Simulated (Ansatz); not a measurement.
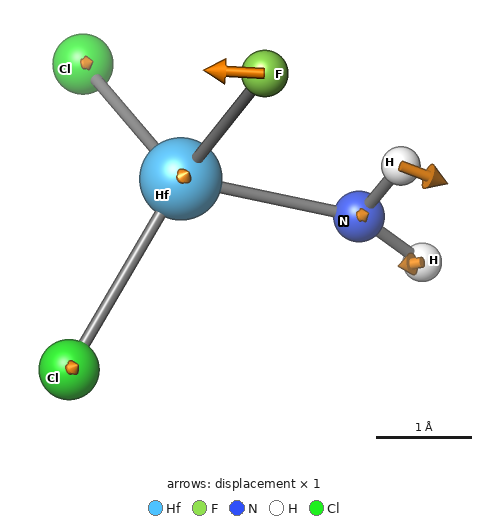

A relaxation of HfNH2Cl2F. The starting structure is drawn; orange arrows show the displacements, at their true length. The two geometries are superimposed by the best rigid fit.

The picture is a ball-and-stick view, seen face on.

The run prepares an end point of a later path (reaction) calculation, from a guessed geometry.

All numbers below come from UKS B3LYP-D4/def2-SVP in Ansatz 0.2.0. Set-up: collinear spin; force threshold 0.03 eV/Å; at most 50 steps.

What did the optimiser do to the structure, and how much energy did it gain?

Answer. After 8 accepted moves (9 points after the start) the energy has fallen by 97.6 kJ/mol. Largest force component: 3.5 eV/Å at the start, 0.0028 eV/Å at the end. The line search rejected the trial step at point 8 of the run. The F atom moves most after the best rigid fit: 0.66 Å. By element the largest moves are F 0.66 Å, H 0.57 Å, Hf 0.17 Å, Cl 0.15 Å, N 0.13 Å. Among the contacts that change: F–Hf 2.189 → 1.907 Å, Hf–N 1.968 → 2.010 Å, Cl–Hf 2.360 → 2.369 Å, H–N 1.027 → 1.020 Å. Bond angles that change, for instance: Hf–N–H 97.9° → 125.6°, Hf–N–H 148.7° → 125.9°, F–Hf–N 83.7° → 105.1°.
